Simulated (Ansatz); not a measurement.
# Al(100) slab, 3 layers: a soft mode frozen in

Which phase does Al(100) slab, 3 layers fall into along its unstable mode, and how much energy does it gain?

Program: Ansatz 0.2.0. Level of theory: DFT PBEsol, scalar-relativistic, plane waves, PAW; PAW set soft_1. Results are calculated unless marked as measured.

## (1) Starting point

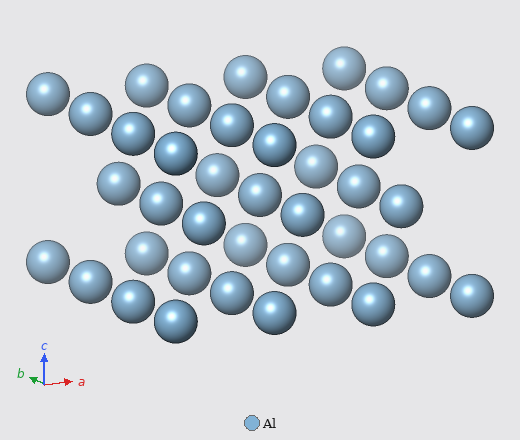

The cell as given, slightly off an axis (aluminium light blue). 3×3×1 cells are drawn. Some periodic images of atoms are drawn too.

The cell holds 3 atoms: 3 Al. Its edges and angles: a = 2.721 Å, b = 2.721 Å, c = 31.880 Å, α = 90.0°, β = 90.0°, γ = 90.0°. It derives from Al. Vacuum lies along c.

## (2) Response at finite wavevector

The cell comes from relaxations at this level that are not shown. Stability and thermal properties need the whole zone. Linear response on a 4×4×1 q mesh gives force constants as far as a supercell of that size would.

Contents of input.yaml:

```yaml
crystal:
  lattice:
    - [1.9238061815, 1.9238061815, 0.0]
    - [-1.9238061815, 1.9238061815, 0.0]
    - [0.0, 0.0, 31.8800272]
  atoms:
    - { symbol: Al, position: [0.0, 0.0, 0.1992423379] }
    - { symbol: Al, position: [0.5, 0.5, 0.2672519677] }
    - { symbol: Al, position: [0.0, 0.0, 0.3352615976] }
  periodic: [true, true, false]
kpoints:
  mp_grid: { grid: [16, 16, 1] }
hamiltonian:
  xc: pbesol
  pseudopotentials: { kind: paw, azcp: { folder: soft_1 }, xc_functional: pbe }
scf:
  occupations: { method: methfessel_paxton, width: 0.2 }
output:
  eigenvalues: true
phonons:
  method: dfpt
  qmesh: [4, 4, 1]
  temperatures: { t_max: 1000, t_step: 50 }
  qpath:
    path: [[0.0, 0.0, 0.0], [0.0, 0.5, 0.0], [0.5, 0.5, 0.0], [0.0, 0.0, 0.0]]
    npoints: 10
```

Command:

```
ansatz run input.yaml --threads 4 --pin off --max-ram 16384MiB --backend cpu --events-out ev --progress --plain --runs-dir out
```

Numbers of over 12 decimals in the logs are rounded to 6 here.

Output:

```text
Warning: crystal.symmetry: narrowed to the stabiliser of the run's FFT grids — unitary ops 16 → 8. A phonons.method: dfpt run fills in the rows of the dynamical matrix that it does not solve by its symmetry operations, which is exact only for operations that map its FFT grids onto themselves: filled in by any other, the frequencies could depend on the order in which like atoms are typed, or, by more than the grids' own error, on where the crystal sits among the grids' points. Excluded: 8 operations. The run can therefore solve more perturbations, solve them on more k-points, or both, and cost more. [rest of the remark cut]
Engine: ansatz 0.2.0, aarch64-unknown-linux-gnu
Pseudopotentials: kind: paw
Pseudopotential: Al, paw, valence charge 3, recommended cutoff 420 eV (normal), soft_1/Al.paw.azcp
Functional definition: PBEsol
  exchange = pbesol_x
  correlation = pbesol_c
Crystal: 3 atoms, lattice volume = 235.978 Å³
Basis set: ecut = 420 eV, 4711 PW (Γ), exchange–correlation on 40×40×432 points (8 copies of the dense FFT grid, shifted against one another)
Bands: 9, of which v1, the nominal top of the filled ones, is band 5 counted from 1 (4 counted from 0)
Symmetry: 16 space group operations
k-points: 45 of 256 (irreducible under 8 space group operations)
Non-local potential: Al, projectors of the file, l = 0: 2, l = 1: 2, l = 2: 1
PAW form: soft (Blöchl's): semilocal exchange-correlation on the pseudo side does not see the compensation charge
PAW frozen core: Al, regenerated for the run's functional, and the local potential with it (the file was generated under x = pbe(κ = 0.804, μ = 0.219515), c = pbe(β = 0.066725))
PAW one-centre angular grid: Al, 110 points (default); XC on 64 Gauss nodes
Initial density: superposition of atomic densities (neutral atoms: chi_scale 0, normalization atom)
Initial wavefunctions: pseudopotential atomic-orbital guess
Functional: x = pbesol(κ = 0.804, μ = 0.123457), c = pbesol(β = 0.046)
SCF iter   1: F=—  HF=-1573.150648 eV  |F-HF|=—  |Δ(HF+E_count)|=         —  Δρ=1.32e-2  dr2=2.86e0  ethr=3.10e-3  ⟨swp⟩=11.1  Hψ=5096  notcnv=0
preconditioner: auto → LDOS  [metal: Δε(μ)=0.003 eV  Ē_g=7.341 eV  σ=0.200 eV  W_gap=0.01  n_scr=16 (ndim 8)  ℏωp=7.3 eV  f_vac=0.674  D(μ)=1.23/eV (n_scr^D=8)  β→1.0]
SCF iter   2: F=—  HF=-1572.716981 eV  |F-HF|=—  |Δ(HF+E_count)|=   4.34e-1  S|Δr|=    0.00e0  Δρ=7.92e-3  dr2=7.38e-1  ethr=3.10e-3  ⟨swp⟩=4.0  Hψ=1255  notcnv=0  defer=11
SCF iter   3: F=—  HF=-1572.610879 eV  |F-HF|=—  |Δ(HF+E_count)|=   1.06e-1  S|Δr|=    0.00e0  Δρ=1.06e-3  dr2=8.00e-3  ethr=3.10e-3  ⟨swp⟩=3.7  Hψ=1004  notcnv=0  defer=11
SCF iter   4: F=—  HF=-1572.609332 eV  |F-HF|=—  |Δ(HF+E_count)|=   1.55e-3  S|Δr|=    0.00e0  Δρ=2.16e-4  dr2=1.29e-4  ethr=8.89e-5  ⟨swp⟩=2.8  Hψ=862  notcnv=0  defer=11
SCF iter   5: F=—  HF=-1572.609393 eV  |F-HF|=—  |Δ(HF+E_count)|=   6.04e-5  S|Δr|=    0.00e0  Δρ=2.86e-5  dr2=3.41e-6  ethr=1.44e-6  ⟨swp⟩=3.2  Hψ=780  notcnv=0  defer=11
SCF iter   6: F=—  HF=-1572.609396 eV  |F-HF|=—  |Δ(HF+E_count)|=   3.35e-6  S|Δr|=    0.00e0  Δρ=3.33e-6  dr2=6.04e-8  ethr=3.79e-8  ⟨swp⟩=2.7  Hψ=663  notcnv=0  defer=11
SCF iter   7: F=—  HF=-1572.609402 eV  |F-HF|=—  |Δ(HF+E_count)|=   5.56e-6  S|Δr|=    0.00e0  Δρ=4.81e-7  dr2=7.57e-10  ethr=6.71e-10  ⟨swp⟩=3.1  Hψ=795  notcnv=0  defer=11
iter 8 met the thresholds in force, and the SCF goes on: an eigenvalue changes by 1.96 meV, over its tolerance of 1.01 meV (output.eigenvalues, Limitations)
SCF iter   8: F=-1572.609402 eV  HF=-1572.609402 eV  |F-HF|=7.90e-10  |Δ(HF+E_count)|=   5.61e-9  S|Δr|=    0.00e0  Δρ=4.23e-8  dr2=6.31e-12  ethr=1.00e-12  ⟨swp⟩=13.3  Hψ=4380  notcnv=0
SCF iter   9: F=-1572.609402 eV  HF=-1572.609402 eV  |F-HF|=7.50e-12  |Δ(HF+E_count)|=  7.86e-10  S|Δr|=    0.00e0  Δρ=5.68e-9  dr2=8.18e-14  ethr=1.00e-12  ⟨swp⟩=7.0  Hψ=2193  notcnv=0
SCF 1 converged in 9 iterations: F = -1572.609402 eV  dr2 = 8.18e-14
  greatest PAW one-centre occupation: 0.485 electrons in one spin orbital (limit 2), on the Al atom at site 2 (counted from 0), in its partial waves of l = 0
phonons: the bands overlap, so this run is a metal and interpolates without the dipole-dipole term. If the crystal is really an insulator or semiconductor, its LO-TO splitting is missing
NSCF: frozen V_eff on 45 k-points
NSCF: frozen V_eff on 73 k-points
DFPT response loops at q = (0, 0, 0) (fractional): preconditioner auto → none (partly filled bands, converged f_vac=0.694); β = 0.50; Broyden in place of MSR1
NSCF: frozen V_eff on 512 k-points
DFPT response loops at q = (0, 0.25, 0) (fractional): mixed as the last ones told, above
NSCF: frozen V_eff on 260 k-points
DFPT response loops at q = (0, -0.5, 0) (fractional): mixed as the last ones told, above
NSCF: frozen V_eff on 272 k-points
DFPT response loops at q = (0.25, 0.25, 0) (fractional): mixed as the last ones told, above
NSCF: frozen V_eff on 512 k-points
DFPT response loops at q = (0.25, -0.5, 0) (fractional): mixed as the last ones told, above
NSCF: frozen V_eff on 146 k-points
DFPT response loops at q = (-0.5, -0.5, 0) (fractional): mixed as the last ones told, above
SCF converged after 9 iterations
Stability not checked: this state was not tested for a lower state beside it, because cold or Methfessel-Paxton smearing, or corrected tetrahedra, fill the levels in a way that the test cannot read (fill_not_monotonic; see scf.lower_state_search)
an eigenvalue changed by more than its tolerance at an iteration that met the thresholds in force, so the SCF went on 1 time: the last check found none over its tolerance
Free energy (F): -1572.609402 eV
Harris-Foulkes:  -1572.609402 eV  (|F-HF|=7.50e-12)
Internal energy: -1572.608349 eV  (E = F + TS)
E sigma→0 (E₀):  -1572.609139 eV
Entropy (-TS):   -0.001052 eV (-0.351 meV/atom)
Fermi energy:    -4.254772 eV
--- Per-component energies (eV) ---
  E_band       = -75.227194
  E_kinetic    = 64.704837
  E_local      = -5721.713843  (includes V_loc(G=0)·N_el)
  E_nonlocal   = 31.251230
  E_hartree    = 2823.183791
  E_xc         = -110.203114
  E_vxc        = -85.339476  (∫ρ·V_xc dr)
  E_paw        = -1370.266723  (= ΣΔE_a)
  E_vpaw       = -10.497507  (= ΣTr[D̂ρ^β])
  E_aug_tail   = -0.000007  (compensation charges beyond the density's cutoff)
  E_ewald      = 2710.378062
  E_core_change = 0.057417  (= ΣΔE_core)
  E_smearing   = -0.001052  (= −TS)
  E_closure    = 0.000000  (closes the sum)
  Σ components = -1572.609402   (vs F -1572.609402, Δ=0.00e0)
--- Band table (eV; the first three rows and the last of 45) ---
  k-point 0: bands = ["-14.9049", "-12.9024", "-9.8546", "-6.7993", "-3.0570", "-0.7543 (-0.7561°)", "0.0216 (-0.0556°)", "0.5744", "1.1352"]
  k-point 1: bands = ["-14.8272", "-12.8255", "-9.7778", "-6.7262", "-2.9845", "-0.6773 (-0.6791°)", "0.0988 (0.0225°)", "0.6520", "1.2001"]
  k-point 2: bands = ["-14.5945", "-12.5949", "-9.5481", "-6.5072", "-2.7739", "-0.5292 (-0.5292°)", "-0.4495 (-0.4512°)", "0.3403", "0.8685"]
  k-point 44: bands = ["-6.0153", "-6.0153", "-4.5611", "-4.1802", "-4.1802", "-4.1531", "-2.6469", "-2.0095", "-1.4297"]
  ° read free of the cell's end (the report's vacuum.weakly_bound_levels)
--- Phonons (Γ-DFPT): 6 representative perturbations + reference (Σ response iterations 20) ---
  ASR residual: 2.657e-5 → 0.000e0 eV/Å²; symmetrization residual: 9.879e-7 eV/Å²
  The last average, over the group as it would stand without the narrowing to the FFT grids, took up to 2.829e-7 eV/Å² of the zone centre's force constants
  ASR residual per site (eV/Å²): 2.66e-5 5.55e-6 4.06e-6
  Γ frequencies (cm⁻¹): 0.00 0.00 0.00 61.77 61.77 153.55 153.55 159.51 275.63
--- Phonons (arbitrary-q DFPT): 6 irreducible q on the 4×4×1 mesh ---
  q = [0.0000, 0.0000, 0.0000] (star 1, of the zone-centre solve; hermiticity 3.93e-7, symmetrization 3.83e-16, taken by the last average 5.63e-8): -0.00 -0.00 -0.00 61.77 61.77 153.55 153.55 159.51 275.63
  q = [0.0000, 0.2500, 0.0000] (star 4, 6 solved perturbations in 1200 linear systems a pass and spin channel, the states on 256 of 256 k-point pairs; hermiticity 1.76e-7, symmetrization 1.61e-10, taken by the last average 3.61e-6): 45.59 48.24 73.65 122.25 146.81 201.62 234.15 262.00 262.22
  q = [0.0000, -0.5000, 0.0000] (star 2, 6 solved perturbations in 633 linear systems a pass and spin channel, the states on 130 of 256 k-point pairs; hermiticity 9.31e-8, symmetrization 1.37e-10, taken by the last average 2.10e-6): -25.01 31.88 118.76 125.68 156.25 173.34 313.68 343.10 344.39
  q = [0.2500, 0.2500, 0.0000] (star 4, 9 solved perturbations on 136 of 256 k-point pairs; hermiticity 1.53e-7, symmetrization 1.09e-10, taken by the last average 2.26e-6): 102.45 129.85 181.81 188.97 219.08 221.22 252.61 253.69 270.47
  q = [0.2500, -0.5000, 0.0000] (star 4, 6 solved perturbations in 1200 linear systems a pass and spin channel, the states on 256 of 256 k-point pairs; hermiticity 5.47e-8, symmetrization 1.31e-10, taken by the last average 1.62e-6): 138.80 142.14 172.12 196.61 204.55 239.49 311.49 313.74 332.39
  q = [-0.5000, -0.5000, 0.0000] (star 1, 6 solved perturbations in 354 linear systems a pass and spin channel, the states on 73 of 256 k-point pairs; hermiticity 5.63e-8, symmetrization 5.69e-10, taken by the last average 1.35e-6): 139.45 144.76 175.46 283.80 283.80 295.77 295.77 318.23 318.23
  sum rule: each row above includes the acoustic sum rule's correction from the zone centre's row sums; it moved no ω² by more than (0.52 cm⁻¹)²
  mesh force constants: q→R imaginary residual 1.56e-18; ASR residual 2.657e-5 → 0.000e0 eV/Å²; symmetrization residual 2.665e-15 eV/Å²
  interpolated dispersion: 31 rows × 9 modes
  density of states and harmonic sums: on the 24×24×1 q-mesh, interpolated from the force constants of a 4×4×1 supercell (no non-analytic term)
  largest difference from the sums on the solved wave vectors: F 4.07e-2 eV, S 6.20e-5 and C_V 2.14e-5 eV/K
  zero-point energy: 0.107386 eV/cell   skipped modes (ω ≤ 0): 11, of them read as no rigid motion or as one in doubt: 8 (5.903e-2 modes/cell left out, lowest -25.01 cm⁻¹)   left out of the sums: 7.14e-3 of the cell's modes: C_V's classical limit lies that fraction below 3 k_B per atom; for a crystal, a wire or a layer, F and S can be off by more, and a phonons.interpolated_qmesh denser along its periods is the remedy for the sampling
```

Run time: 2.6 min. Hardware: 4 threads of Arm Neoverse V2, shared host; peak memory 1.4 GiB; 9.7 min of CPU time.

This step gave:

```yaml
gap_on_the_k_mesh: 0 eV
sum_rule_residual_before_enforcement: 2.66e-5 eV/Å²
lowest_frequency_on_the_path: -25.01 cm⁻¹
point_group: 4/mmm
highest_frequency_on_the_path_or_at_a_solved_wavevector: 344.4 cm⁻¹
area_per_atom: 2.467 Å²
highest_optical_mode_at_the_zone_centre_no_lo_to_term: 275.6 cm⁻¹
lowest_optical_zone_centre_mode: 61.77 cm⁻¹
lowest_mode_on_the_q_mesh_acoustic_modes_at_gamma_apart: -25.01 cm⁻¹
```

Frequencies (cm⁻¹) solved at each irreducible wavevector; negative means imaginary. Frequencies by wavevector, by row:

```
q in reciprocal lattice units  star  mode 1  mode 2  mode 3  mode 4  mode 5  mode 6  mode 7  mode 8  mode 9
                        0 0 0     1       0       0       0    61.8    61.8   153.6   153.6   159.5   275.6
                     0 0.25 0     4    45.6    48.2    73.7   122.2   146.8   201.6   234.2     262   262.2
                     0 -0.5 0     2     -25    31.9   118.8   125.7   156.2   173.3   313.7   343.1   344.4
                  0.25 0.25 0     4   102.5   129.8   181.8     189   219.1   221.2   252.6   253.7   270.5
                  0.25 -0.5 0     4   138.8   142.1   172.1   196.6   204.6   239.5   311.5   313.7   332.4
                  -0.5 -0.5 0     1   139.4   144.8   175.5   283.8   283.8   295.8   295.8   318.2   318.2
```

Interpolated from a 4×4×1 q mesh. Phonon branches along the path, in cm⁻¹:

```
point  branch 1  branch 2  branch 3  branch 4  branch 5  branch 6  branch 7  branch 8  branch 9
    Γ         0         0         0        62        62       154       154       160       276
    X       -25        32       119       126       156       173       314       343       344
    M       140       145       176       284       284       296       296       318       318
    Γ         0         0         0        62        62       154       154       160       276
```

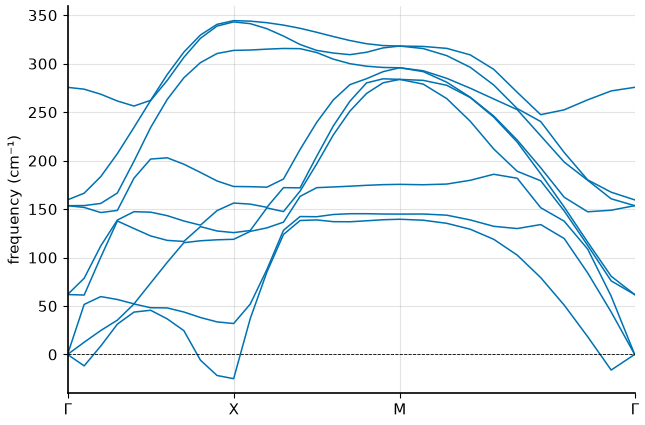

Phonon branches along the path.

Symmetry leaves 6 wavevectors to solve. The lowest mode among them, the acoustic zeros apart, lies at q = (0, -0.5, 0) and is imaginary, 25.0i cm⁻¹, so the energy falls along it.

## (3) The mode frozen in, largest atomic shift 0 Å

The mode followed lies at q = (0, -0.5, 0) with frequency 25.0i cm⁻¹, the softest among the wavevectors solved. At small amplitude the distorted cell has space group no. 49 by a symmetry search on the positions. The undistorted cell that holds it gives the zero of energy on the same k mesh.

System of this step: Al(100) slab, 3 layers. The cell holds 6 atoms: 6 Al. Its edges and angles: a = 2.721 Å, b = 5.441 Å, c = 31.880 Å, α = 90.0°, β = 90.0°, γ = 90.0°. It derives from Al. Vacuum lies along c.

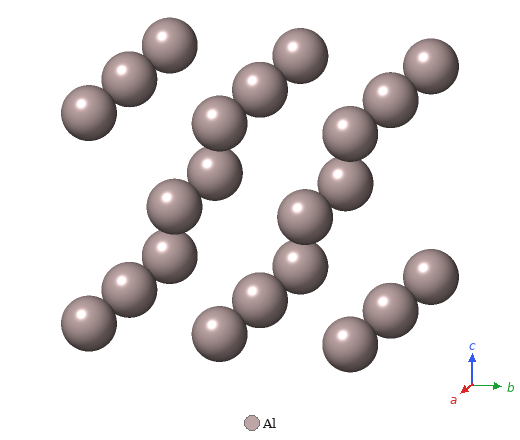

The cell of this step (aluminium light grey). 2×1×1 cells are drawn. Some periodic images of atoms are drawn too.

input.yaml, the sections that differ from step 2:

```yaml
crystal:
  lattice:
    - [1.9238061815, 1.9238061815, 0.0]
    - [-3.847612363, 3.847612363, 0.0]
    - [0.0, 0.0, 31.8800272]
  atoms:
    - { symbol: Al, position: [0.0, 0.5, 0.1992423379] }
    - { symbol: Al, position: [0.0, 0.0, 0.1992423379] }
    - { symbol: Al, position: [0.5, 0.25, 0.2672519677] }
    - { symbol: Al, position: [0.5, 0.75, 0.2672519677] }
    - { symbol: Al, position: [0.0, 0.5, 0.3352615976] }
    - { symbol: Al, position: [0.0, 0.0, 0.3352615976] }
  periodic: [true, true, false]
kpoints:
  mp_grid: { grid: [14, 8, 1] }
output:
  forces: true
  stress: true
  eigenvalues: true
# hamiltonian, scf: as in step 2
# phonons: removed
```

Output:

```text
[...]
Crystal: 6 atoms, lattice volume = 471.956 Å³
Basis set: ecut = 420 eV, 9253 PW (Γ), exchange–correlation on 40×80×432 points (8 copies of the dense FFT grid, shifted against one another)
Bands: 15, of which v1, the nominal top of the filled ones, is band 9 counted from 1 (8 counted from 0)
Symmetry: 16 space group operations
[...]
k-points: 40 of 112
[...]
k-point 1: bands = [... 5 lower, -8.6963, -6.7732, -6.6957, -6.1351, -3.7503, -3.2266, -2.9589, -0.7357 (-0.7357°), ... 2 higher]
  k-point 2: bands = [... 5 lower, -7.3481, -7.0366, -6.4767, -5.3973, -4.1294, -2.7480, -2.4247, -0.4727, ... 2 higher]
  k-point 39: bands = [... 5 lower, -6.9257, -6.7893, -6.7893, -4.1043, -4.1043, -3.6416, -3.6416, -1.3365, ... 2 higher]
  ° read free of the cell's end (the report's vacuum.weakly_bound_levels)
[key lines of the parts left out:]
SCF converged after 7 iterations
Free energy (F): -3145.228855 eV
Fermi energy:    -4.241846 eV
P = ½ c Tr σ = 0.3954 N/m
```

Elapsed: 5.2 s, on 4 threads; peak memory 0.81 GiB; 19 s of CPU time.

Numbers from this step:

| Item | Value |
| --- | --- |
| energy from the undistorted cell | 0 meV/atom |

## (4) The mode frozen in, largest atomic shift 0.22 Å

The atoms are moved along the unstable eigenvector, the largest shift by 0.22 Å, with the cell fixed.

input.yaml, the sections that differ from step 3:

```yaml
crystal:
  lattice:
    - [1.9238061815, 1.9238061815, 0.0]
    - [-3.847612363, 3.847612363, 0.0]
    - [0.0, 0.0, 31.8800272]
  atoms:
    - { symbol: Al, position: [-0.0808623516, 0.5, 0.1992423379] }
    - { symbol: Al, position: [0.0808623516, 0.0, 0.1992423379] }
    - { symbol: Al, position: [0.5, 0.25, 0.2672519677] }
    - { symbol: Al, position: [0.5, 0.75, 0.2672519677] }
    - { symbol: Al, position: [0.0808623516, 0.5, 0.3352615976] }
    - { symbol: Al, position: [-0.0808623516, 0.0, 0.3352615976] }
  periodic: [true, true, false]
# kpoints, hamiltonian, scf, output: as in step 3
```

Output:

```text
[...]
Crystal: 6 atoms, lattice volume = 471.956 Å³
Basis set: ecut = 420 eV, 9253 PW (Γ), exchange–correlation on 40×80×432 points (8 copies of the dense FFT grid, shifted against one another)
Bands: 15, of which v1, the nominal top of the filled ones, is band 9 counted from 1 (8 counted from 0)
Symmetry: 8 space group operations
[...]
k-points: 40 of 112
[...]
k-point 1: bands = [... 5 lower, -8.6786, -6.7679, -6.6992, -6.1321, -3.7379, -3.2352, -2.9576, -0.7387 (-0.7387°), ... 2 higher]
  k-point 2: bands = [... 5 lower, -7.3306, -7.0320, -6.4804, -5.3896, -4.1342, -2.7468, -2.4112, -0.4466, ... 2 higher]
  k-point 39: bands = [... 5 lower, -6.9604, -6.7540, -6.7540, -4.0513, -4.0513, -3.6431, -3.6431, -1.2425, ... 2 higher]
  ° read free of the cell's end (the report's vacuum.weakly_bound_levels)
[key lines of the parts left out:]
SCF converged after 7 iterations
Free energy (F): -3145.231595 eV
Fermi energy:    -4.240939 eV
P = ½ c Tr σ = -0.2482 N/m
```

Wall time 5.6 s (4 threads); peak memory 0.81 GiB; 20 s of CPU time.

Numbers from this step:

- energy from the undistorted cell: -0.518 meV/atom

The energy, extrapolated to zero smearing, is -0.52 meV/atom against the undistorted cell.

## (5) Energy along the mode, all amplitudes (two of the runs are shown above)

An imaginary frequency means negative curvature, so the energy should fall and then rise again as anharmonic terms take over.

Numbers from this step:

| Property | Result |
| --- | --- |
| depth at the lowest point sampled | 0.518 meV/atom |
| largest atomic shift at that point | 0.22 Å |

Energy from the parent against largest atomic shift:

```
largest atomic shift (Å)  energy from the parent (meV/atom)
                   0.000                                  0
                   0.040                             -0.053
                   0.080                             -0.197
                   0.140                              -0.48
                   0.220                             -0.518
                   0.320                               1.31
                   0.450                               9.17
```

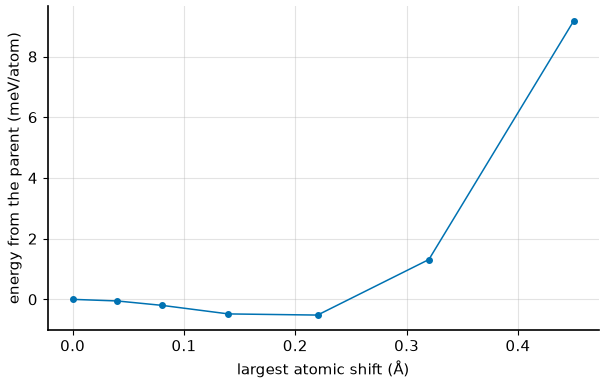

Energy from the parent against largest atomic shift.

Displacement at unit largest shift by atom:

```
atom   x (Å)   y (Å)  z (Å)   size
 Al1  -0.707  -0.707  0.000  1.000
 Al2   0.707   0.707  0.000  1.000
 Al3   0.000   0.000  0.000  0.000
 Al4   0.000   0.000  0.000  0.000
 Al5   0.707   0.707  0.000  1.000
 Al6  -0.707  -0.707  0.000  1.000
```

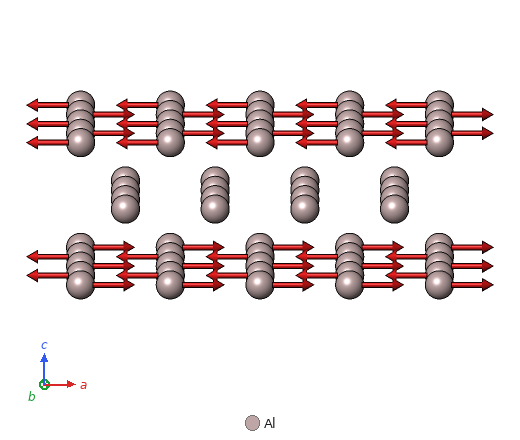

Displacement at unit largest shift as arrows, the longest 1.000 Å. 4×2×1 cells are drawn. Some periodic images of atoms are drawn too.

The lowest of the steps tried is at 0.22 Å, 0.518 meV/atom below the parent; the bottom of the well need not coincide with a step.

[end of part 1 of 3]

[Logs are printed without paths, hosts, clocks, repeated set-up lines and the standing remarks that a program may print on its own settings, such as how far it seeks lower states.]

[Hosts, paths, dates, database ids (printed as entryN), source tags and the programs' standing remarks are cut or masked in the printed files.]
